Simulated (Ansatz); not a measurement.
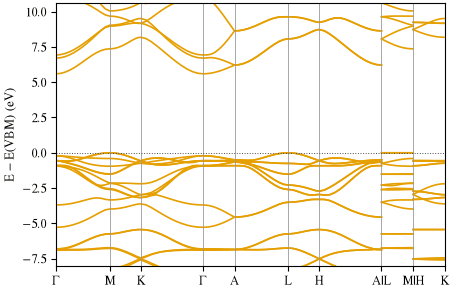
*Band structure from plane-wave PAW r²SCAN+D4 (Ansatz code)*

**Question.** Read off the gap and where the band edges lie.

**Answer.** About 5.6 eV (5.60 eV by a search for the band edges); maximum at M, minimum at Γ.

**Question.** Which compound is it?
A) BN, P6_3/mmc (B on 2d, N on 2c)
B) BN, P6_3/mmc (B on 2b, N on 2d)
C) B2O3, P-62c (O on 6h, B on 2d, B on 2b)
D) BN, P6_3mc (Pearson symbol hP12)

**Answer.** C, B2O3, P-62c (O on 6h, B on 2d, B on 2b)

The start of the workflow was typed in or built on a structure type; neither database checked (COD, Materials Project) lists it. COD files the formula under space group No. 144, 152. Whether it is the stable phase at ambient conditions was not checked. The r²SCAN+D4 relaxation kept the symmetry of its start; its stability against distortions is not shown here.

Potentials: the earlier of the program's two PAW sets. The files were generated under PBE; for other functionals the program regenerates the frozen cores, and for LDA and PBEsol the local potential too.
